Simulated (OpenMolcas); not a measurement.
# HF/def2-SV(P) (RICD fitting, PCM benzene, hessian update MSP) run of C3H3F (SMILES FC1C=C1)

We compute a geometry optimisation of C3H3F. 

Program for the calculation: OpenMolcas 26.06.

6 further runs of the same task are left out: 6 set aside as unsound or not needed.

### Step 1. The structure to begin with

The species is C3H3F (7 atoms), meant as a singlet with charge 0. SMILES: `FC1C=C1`. The shape is that of a GFN2-xTB optimisation. The run starts from this shape.

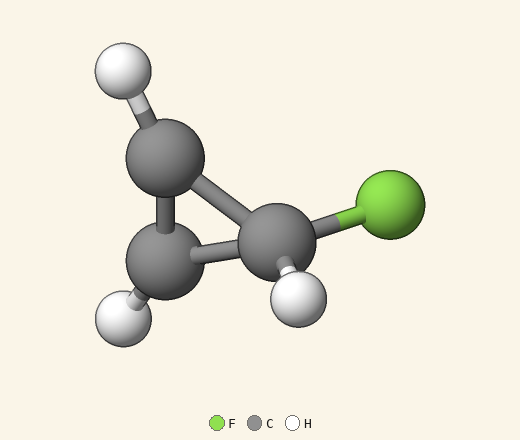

Viewed from a chosen angle; fluorine green, carbon grey, hydrogen white.

### Step 2. A structure relaxation at HF/def2-SV(P) (RICD fitting, PCM benzene, hessian update MSP)

File input.xyz:

```xyz
7

F     -1.537360    -0.970450     0.017360
C     -0.529700    -0.139390    -0.444000
C      0.186550     0.705570     0.536690
C      0.837320    -0.333940     0.085770
H     -0.768090     0.152530    -1.459660
H      0.119260     1.549810     1.176790
H      1.692010    -0.964130     0.087050
```

File test.inp:

```
>>> EXPORT MOLCAS_PRINT=2
&GATEWAY
BasLib=$CurrDir
Coord=input.xyz
Basis=def2-SVP
Group=NoSym
RICD
aCD
RF-Input
PCM-Model
Solvent=benzene
End of RF-Input
>>> EXPORT MOLCAS_MAXITER=50
>>> Do While
&SEWARD
&SCF
PrOrbitals=0
&SLAPAF
HUpdate=MSP
>>> EndDo
```

The basis set def2-SV(P) is read from a file made from the Basis Set Exchange's data (not shown).

On the command line:

```bash
$ export MOLCAS_MEM=1860
$ pymolcas test.inp > test.log
```

What values should one expect? Wanted: total energy at the end; dipole moment; HOMO energy; LUMO energy; HOMO–LUMO gap.

Answer, from the run:

Level: HF/def2-SV(P) (RICD fitting, PCM benzene, hessian update MSP).

| quantity | value |
| --- | --- |
| total energy at the end | -214.51451 Eh |
| dipole moment | 2.62 D |
| HOMO energy | -11.08 eV |
| LUMO energy | 4.18 eV |
| HOMO–LUMO gap | 15.26 eV |

At the final geometry: Bond lengths: F1–C2 1.372 Å, C2–C3 1.457 Å, C2–C4 1.457 Å, C3–C4 1.292 Å, C2–H5 1.089 Å, C3–H6 1.078 Å, C4–H7 1.078 Å. Some angles: F1–C2–C3 118.8°, F1–C2–C4 118.8°, C3–C2–C4 52.6°, C2–C3–C4 63.7°, C2–C4–C3 63.7°, F1–C2–H5 107.9°, C3–C2–H5 124.9°, C4–C2–H5 124.9°, C2–C3–H6 146.6°, C4–C3–H6 149.7°. The optimisation took 6 steps and changed the energy by -0.043 eV.
